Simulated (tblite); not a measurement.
**Geometry relaxation, with input and output: C5H8N2OSi (part 1 of 2)**

The run: geometry relaxation of C5H8N2OSi. Method and program: GFN2-xTB geometry optimisation, gas phase (tblite 0.8.0).

It belongs to a series of runs on one base structure; here: CH2 inserted into a C-C bond.

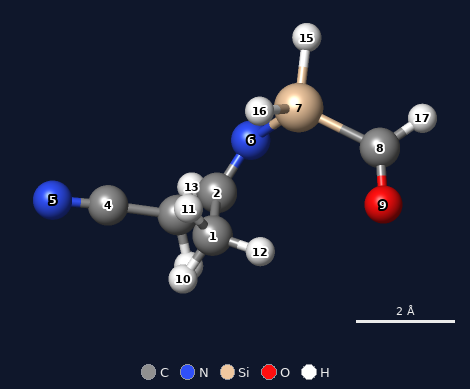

*The starting structure (ball-and-stick view, seen at a tilt; atoms are numbered from 1 in the order of the input).*

Bond lengths as drawn: C–C 1.47 to 1.53 Å, C–H 1.08 to 1.10 Å, C–N 1.17 to 1.29 Å, C–O 1.23 Å, C–Si 1.88 Å, H–Si 1.49 to 1.50 Å and N–Si 1.75 Å.

### Summary

| quantity | value |
| --- | --- |
| outcome | converged |
| total energy | −717.1101 eV |
| hardware | 1 CPU thread, shared host |
| wall time | 1.4 s |
| peak memory | 0.18 GiB |

### The input
```
{"job": {"kind": "relax", "xc": "GFN2-xTB", "basis": "xTB"}, "charge": 0, "multiplicity": 1}
C      0.013900    -0.622600     1.339800
C     -0.676800    -0.180000     0.043300
C     -2.078200    -0.693400    -0.170700
C     -3.012400    -0.036700     0.751200
N     -3.743600     0.445000     1.523600
N     -0.171400     0.582600    -0.867600
Si     1.435300     1.266600    -0.777200
C      2.796300     0.079500    -1.283000
O      3.038100    -0.909900    -0.595500
H     -0.631300    -1.329700     1.887600
H      0.171300     0.246400     1.982000
H      0.948400    -1.122400     1.127100
H     -2.393000    -0.484600    -1.197500
H     -2.089300    -1.777100    -0.040400
H      1.434700     2.459900    -1.661800
H      1.622900     1.770900     0.622100
H      3.328000     0.317600    -2.214000
```

The first line tells a small driver script what to run in tblite; the rest is the geometry in Å.

Run as:
```bash
OMP_NUM_THREADS=1 python <driver script> task.json out
```

### Output
```
step      E/eV     max force
  0    -716.70677    3.140
  1    -716.64416    9.010
  2    -716.88128    1.996
  3    -716.90071    2.200
  4    -716.95999    0.504
  5    -716.97589    0.344
  6    -716.98870    0.509
  7    -716.99690    0.390
  8    -717.00311    0.210
  9    -717.01045    0.246
 10    -717.01684    0.211
 11    -717.02248    0.200
 12    -717.02887    0.184
 13    -717.03506    0.217
 14    -717.04047    0.187
 15    -717.04451    0.145
 16    -717.04767    0.151
 17    -717.05048    0.159
 18    -717.05314    0.152
 19    -717.05557    0.130
 20    -717.05785    0.119
 21    -717.06007    0.106
 22    -717.06218    0.121
 23    -717.06402    0.090
 24    -717.06562    0.097
 25    -717.06718    0.090
 26    -717.06887    0.139
 27    -717.07050    0.131
 28    -717.07175    0.070
 29    -717.07269    0.077
 30    -717.07359    0.075
 31    -717.07461    0.100
 32    -717.07573    0.088
 33    -717.07669    0.069
 34    -717.07735    0.061
 35    -717.07781    0.065
 36    -717.07819    0.051
 37    -717.07852    0.042
 38    -717.07882    0.039
 39    -717.07915    0.045
 40    -717.07953    0.051
 41    -717.07996    0.051
 42    -717.08038    0.054
 43    -717.08076    0.052
 44    -717.08110    0.041
 45    -717.08141    0.049
 46    -717.08173    0.052
 47    -717.08213    0.062
 48    -717.08269    0.084
 49    -717.08332    0.076
 50    -717.08386    0.053
 51    -717.08421    0.040
 52    -717.08447    0.044
 53    -717.08476    0.047
 54    -717.08512    0.047
 55    -717.08557    0.060
 56    -717.08613    0.062
 57    -717.08678    0.073
 58    -717.08736    0.107
 59    -717.08793    0.082
 60    -717.08842    0.073
 61    -717.08892    0.053
 62    -717.08954    0.082
 63    -717.09034    0.080
 64    -717.09087    0.085
 65    -717.09109    0.077
 66    -717.09134    0.042
 67    -717.09152    0.032
 68    -717.09204    0.064
 69    -717.09244    0.067
 70    -717.09308    0.091
 71    -717.09373    0.073
 72    -717.09452    0.083
 73    -717.09522    0.125
 74    -717.09553    0.191
 75    -717.09632    0.075
 76    -717.09683    0.058
 77    -717.09746    0.054
 78    -717.09802    0.095
 79    -717.09874    0.112
 80    -717.09934    0.084
 81    -717.09980    0.053
 82    -717.10009    0.043
 83    -717.10033    0.047
 84    -717.10047    0.031
 85    -717.10059    0.041
 86    -717.10072    0.041
 87    -717.10089    0.058
 88    -717.10104    0.050
 89    -717.10112    0.025
 90    -717.10119    0.026
 91    -717.10126    0.026
 92    -717.10132    0.017
 93    -717.10137    0.018
 94    -717.10143    0.023
 95    -717.10152    0.041
 96    -717.10167    0.056
 97    -717.10187    0.051
 98    -717.10209    0.026
 99    -717.10226    0.036
100    -717.10237    0.063
101    -717.10248    0.037
102    -717.10258    0.022
103    -717.10266    0.039
104    -717.10278    0.047
105    -717.10293    0.120
106    -717.10317    0.087
107    -717.10367    0.121
108    -717.10392    0.116
109    -717.10424    0.081
110    -717.10470    0.066
111    -717.10494    0.047
112    -717.10522    0.058
113    -717.10584    0.059
114    -717.10637    0.076
115    -717.10652    0.103
116    -717.10686    0.104
117    -717.10711    0.042
118    -717.10720    0.025
119    -717.10734    0.032
120    -717.10757    0.057
121    -717.10777    0.055
122    -717.10792    0.028
123    -717.10799    0.016
124    -717.10804    0.016
125    -717.10809    0.016
126    -717.10812    0.013
127    -717.10816    0.015
128    -717.10820    0.022
129    -717.10826    0.025
130    -717.10835    0.027
131    -717.10845    0.028
132    -717.10853    0.037
133    -717.10860    0.031
134    -717.10867    0.030
135    -717.10875    0.018
136    -717.10879    0.026
137    -717.10882    0.020
138    -717.10890    0.020
139    -717.10900    0.028
140    -717.10913    0.032
141    -717.10923    0.029
142    -717.10926    0.023
143    -717.10933    0.021
144    -717.10938    0.022
145    -717.10948    0.029
146    -717.10954    0.024
147    -717.10962    0.022
148    -717.10967    0.017
149    -717.10973    0.023
150    -717.10978    0.022
151    -717.10985    0.023
152    -717.10993    0.024
153    -717.11001    0.021
154    -717.11005    0.022
155    -717.11008    0.019
156    -717.11009    0.015
157    -717.11011    0.011
158    -717.11012    0.010
```

### Trajectory as extended XYZ (Å, eV, eV/Å), 13 of the 159 frames kept, from step=0 to step=158
```
17
Properties=species:S:1:pos:R:3:forces:R:3 step=0 energy=-716.70677
C     0.0139   -0.6226    1.3398   -1.2070  -0.0810  -0.4310
C    -0.6768   -0.1800    0.0433    1.0760   0.8040  -0.5190
C    -2.0782   -0.6934   -0.1707   -0.4380   0.4690   0.1530
C    -3.0124   -0.0367    0.7512   -1.2910   0.5820   1.6070
N    -3.7436    0.4450    1.5236    1.9670  -1.2150  -2.1250
N    -0.1714    0.5826   -0.8676    0.0580  -1.2090   1.5150
Si    1.4353    1.2666   -0.7772   -1.2510   1.5850   0.5470
C     2.7963    0.0795   -1.2830    0.0940  -1.4630   1.1080
O     3.0381   -0.9099   -0.5955    0.0600   1.1360  -1.2170
H    -0.6313   -1.3297    1.8876    0.2060   0.2910  -0.2030
H     0.1713    0.2464    1.9820    0.1300  -0.1000  -0.2040
H     0.9484   -1.1224    1.1271    0.2230   0.1590  -0.1030
H    -2.3930   -0.4846   -1.1975   -0.0330   0.1640   0.0400
H    -2.0893   -1.7771   -0.0404   -0.1440  -0.0160   0.2600
H     1.4347    2.4599   -1.6618   -0.0410  -0.4820   0.0810
H     1.6229    1.7709    0.6221    0.2340  -0.2680  -0.4840
H     3.3280    0.3176   -2.2140    0.3570  -0.3580  -0.0270
17
Properties=species:S:1:pos:R:3:forces:R:3 step=13 energy=-717.03506
C    -0.0382   -0.6420    1.3403    0.0300  -0.0050  -0.0020
C    -0.6614   -0.2043    0.0541   -0.0920  -0.0480   0.1780
C    -2.0721   -0.7021   -0.1934    0.0300   0.0690  -0.0310
C    -2.9696   -0.0667    0.7418    0.0370  -0.0830  -0.0440
N    -3.6883    0.4227    1.4821    0.0030   0.0460   0.0410
N    -0.1090    0.5564   -0.7823   -0.0030   0.0710  -0.0440
Si    1.4130    1.3631   -0.7213   -0.0530  -0.1080  -0.0290
C     2.7644    0.0889   -1.2472   -0.1130   0.1610  -0.0900
O     3.0116   -0.9063   -0.6154    0.0470  -0.0200  -0.0660
H    -0.6552   -1.3380    1.9035    0.0190   0.0220  -0.0430
H     0.1571    0.2400    1.9506   -0.0070  -0.0440   0.0270
H     0.9227   -1.0936    1.1007    0.0280  -0.0650   0.1160
H    -2.3942   -0.4390   -1.2030    0.0240  -0.0640  -0.0470
H    -2.1318   -1.7861   -0.0341    0.0410   0.1170  -0.0990
H     1.3433    2.4061   -1.7358   -0.0450  -0.0030   0.0170
H     1.7833    1.8115    0.6232    0.0720   0.0850  -0.0580
H     3.3174    0.3014   -2.1948   -0.0160  -0.1300   0.1730
17
Properties=species:S:1:pos:R:3:forces:R:3 step=26 energy=-717.06887
C    -0.0550   -0.6713    1.3840    0.0270  -0.0080   0.0470
C    -0.6551   -0.2022    0.1005    0.0420   0.0210  -0.0380
C    -2.0494   -0.7010   -0.2230    0.0150   0.0200  -0.0020
C    -2.9570   -0.0881    0.7133    0.0030   0.0040   0.0610
N    -3.6375    0.4172    1.4794   -0.0390  -0.0220  -0.0200
N    -0.1093    0.5970   -0.7034   -0.0160  -0.0670  -0.0050
Si    1.4091    1.3896   -0.7395   -0.0600   0.1110   0.0580
C     2.7208    0.0835   -1.2507    0.0050  -0.0730   0.0110
O     2.9355   -0.9235   -0.6224   -0.0600   0.0080   0.0020
H    -0.6949   -1.3651    1.9203   -0.0280  -0.0160   0.0040
H     0.1445    0.1933    2.0148   -0.0160   0.0230   0.0410
H     0.9055   -1.1390    1.1751    0.0070  -0.0400  -0.0180
H    -2.3279   -0.4024   -1.2355    0.0030  -0.0100  -0.0220
H    -2.1092   -1.7884   -0.1205    0.0190   0.0320  -0.0060
H     1.2377    2.3979   -1.7766    0.0410  -0.0220  -0.0430
H     1.9225    1.9362    0.5185   -0.0090   0.0210   0.0240
H     3.3127    0.2784   -2.1653    0.0660   0.0160  -0.0950
17
Properties=species:S:1:pos:R:3:forces:R:3 step=40 energy=-717.07953
C    -0.0608   -0.6899    1.4196   -0.0080   0.0120  -0.0020
C    -0.6289   -0.1918    0.1294   -0.0070   0.0050   0.0030
C    -2.0188   -0.6839   -0.2250   -0.0180  -0.0100   0.0070
C    -2.9525   -0.1068    0.7082    0.0110   0.0150   0.0140
N    -3.6650    0.3697    1.4635   -0.0320  -0.0160   0.0060
N    -0.0779    0.6139   -0.6610   -0.0080   0.0300  -0.0140
Si    1.4208    1.4325   -0.7503    0.0190  -0.0320  -0.0180
C     2.6975    0.0860   -1.2649   -0.0380   0.0030  -0.0290
O     2.8270   -0.9467   -0.6562    0.0200  -0.0120  -0.0210
H    -0.7338   -1.3778    1.9240    0.0070   0.0000   0.0140
H     0.1395    0.1579    2.0730    0.0080   0.0110   0.0060
H     0.8910   -1.1822    1.2245   -0.0060   0.0060  -0.0250
H    -2.2856   -0.3685   -1.2359    0.0180   0.0090  -0.0050
H    -2.0710   -1.7723   -0.1485    0.0100  -0.0350  -0.0080
H     1.2419    2.3825   -1.8414    0.0100   0.0020  -0.0010
H     1.9478    2.0259    0.4781    0.0130   0.0210   0.0230
H     3.3220    0.2637   -2.1680    0.0010  -0.0080   0.0500
17
Properties=species:S:1:pos:R:3:forces:R:3 step=53 energy=-717.08476
C    -0.0561   -0.6701    1.4316    0.0000  -0.0010  -0.0110
C    -0.6354   -0.1589    0.1522    0.0030   0.0180  -0.0120
C    -2.0131   -0.6737   -0.2191    0.0220   0.0000   0.0030
C    -2.9811   -0.1454    0.7084    0.0050   0.0090  -0.0070
N    -3.7319    0.2879    1.4528    0.0010  -0.0180   0.0020
N    -0.0871    0.6564   -0.6312    0.0060  -0.0020  -0.0130
Si    1.4312    1.4344   -0.7459   -0.0120   0.0450   0.0080
C     2.6772    0.0640   -1.2648   -0.0140  -0.0220  -0.0040
O     2.7523   -1.0089   -0.7198   -0.0120  -0.0090   0.0100
H    -0.7282   -1.3553    1.9412    0.0100   0.0090   0.0160
H     0.1739    0.1661    2.0910   -0.0020  -0.0040  -0.0240
H     0.8820   -1.1748    1.2024   -0.0030  -0.0060   0.0260
H    -2.2683   -0.3460   -1.2299   -0.0150  -0.0080   0.0220
H    -2.0319   -1.7661   -0.1639   -0.0020   0.0110  -0.0150
H     1.2846    2.3563   -1.8662   -0.0240   0.0150   0.0010
H     1.9795    2.0685    0.4559    0.0030  -0.0370  -0.0090
H     3.3453    0.2775   -2.1258    0.0340   0.0000   0.0060
17
Properties=species:S:1:pos:R:3:forces:R:3 step=66 energy=-717.09134
C    -0.0446   -0.6322    1.4392   -0.0060   0.0010   0.0130
C    -0.6339   -0.1208    0.1648    0.0190  -0.0180  -0.0060
C    -1.9989   -0.6598   -0.2144    0.0010   0.0040  -0.0040
C    -3.0030   -0.2129    0.7171    0.0010   0.0080  -0.0140
N    -3.8023    0.1487    1.4494    0.0360  -0.0090   0.0190
N    -0.0941    0.7004   -0.6183    0.0090   0.0000  -0.0120
Si    1.4356    1.4478   -0.7631    0.0070  -0.0280  -0.0130
C     2.6448    0.0379   -1.2690   -0.0100   0.0180  -0.0040
O     2.5882   -1.0721   -0.8018   -0.0030  -0.0350  -0.0090
H    -0.7260   -1.2865    1.9753   -0.0230   0.0110   0.0200
H     0.2298    0.2070    2.0758    0.0060   0.0110   0.0120
H     0.8698   -1.1758    1.2033   -0.0050   0.0040  -0.0150
H    -2.2634   -0.3040   -1.2129   -0.0180  -0.0160  -0.0100
H    -1.9767   -1.7536   -0.2030    0.0030   0.0020  -0.0130
H     1.2778    2.3733   -1.8777    0.0070   0.0140   0.0020
H     2.0544    2.0483    0.4204   -0.0110   0.0270   0.0240
H     3.4356    0.2665   -2.0159   -0.0110   0.0060   0.0110
```
